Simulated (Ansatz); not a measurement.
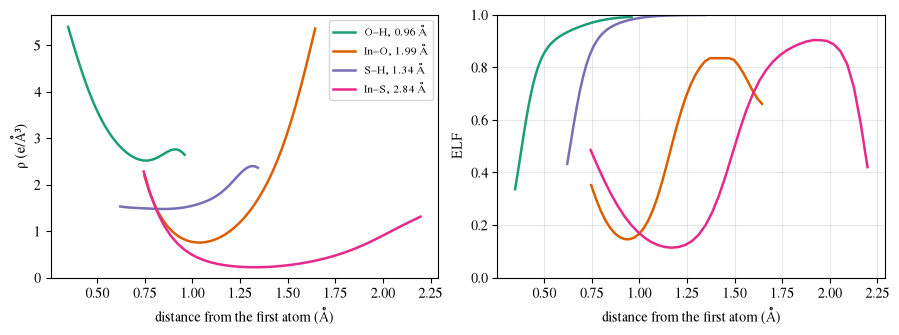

The picture shows: H5InO2S. Electron density and electron localisation function along straight lines between neighbouring atoms. The curves leave out the atomic cores.

The product side of a reaction path; geometry: PBE0-D4/def2-TZVP; a saddle point, not a minimum; core potentials replace the inner electrons of In.

These are results of RKS PBE0-D4/def2-TZVPP in Ansatz, not measurements.

```yaml
atoms:
  - { symbol: In, position_ang: [-0.5010, -0.6506, 0.3663] }
  - { symbol: S, position_ang: [-0.0868, 2.0246, -0.4775] }
  - { symbol: O, position_ang: [0.7837, -0.7474, 1.8871] }
  - { symbol: O, position_ang: [0.6451, -0.9330, -1.2698] }
  - { symbol: H, position_ang: [-1.1295, 2.0405, -1.3251] }
  - { symbol: H, position_ang: [-2.1933, -0.8166, 0.3860] }
  - { symbol: H, position_ang: [0.6261, 1.1904, -1.2809] }
  - { symbol: H, position_ang: [0.3688, -0.7743, 2.7512] }
  - { symbol: H, position_ang: [1.4867, -1.3336, -1.0374] }
```

**What can be read from the curves?**

O–H (0.96 Å): ρ at the midpoint is about 3.8 e/Å³; the ELF climbs to about 1 towards the hydrogen, as it does in any bond to H; an ordinary covalent bond to hydrogen.
In–O (1.99 Å): the density is about 0.77 e/Å³ at the midpoint; the ELF peaks at about 0.85 in the valence shell of O, 0.6 Å from its nucleus, and drops to about 0.15 between the two atoms.
S–H (1.34 Å): ρ is about 1.5 e/Å³ halfway; the ELF climbs to about 1 towards the hydrogen.
In–S (2.84 Å): the density is about 0.24 e/Å³ at the midpoint; the ELF peaks at about 0.90 in the valence shell of S, 0.9 Å from its nucleus, and drops to about 0.10 between the two atoms.
